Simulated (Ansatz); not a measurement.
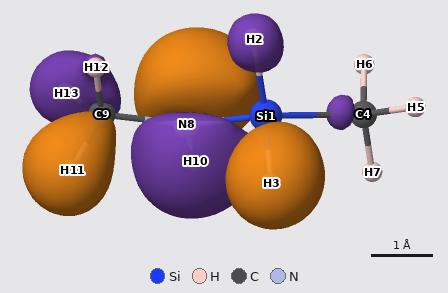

The picture shows: C$_{2}$H$_{9}$NSi (SiH2Me(NHMe)). The HOMO at ±0.1 Å⁻³ᐟ² (orange and purple are the two phases), seen from one side.

Geometry: PBE0-D4/def2-SVP.

Level of theory: RKS PBE0-D4/def2-TZVP in Ansatz.

```xyz
13

Si    0.5661    0.5974    0.2318
H     0.7993    0.5089    1.7090
H     1.9265    0.7014   -0.4078
C    -0.4108    2.1296   -0.2263
H     0.1287    3.0386    0.0821
H    -1.3972    2.1278    0.2615
H    -0.5639    2.1902   -1.3157
N    -0.3506   -0.8009   -0.2292
C    -0.0229   -2.1527    0.1518
H    -0.8707   -0.7387   -1.0982
H     0.7111   -2.6514   -0.5126
H     0.4074   -2.1601    1.1665
H    -0.9230   -2.7901    0.1869
```

> Where does this orbital lie, and at what energy?

By Hirshfeld shares it lies mainly on N8 (about 55 %), Si1 (about 10 %), C9 (about 10 %), H3 (about 5 %) and H11 (about 5 %). Its energy is −6.60 eV.
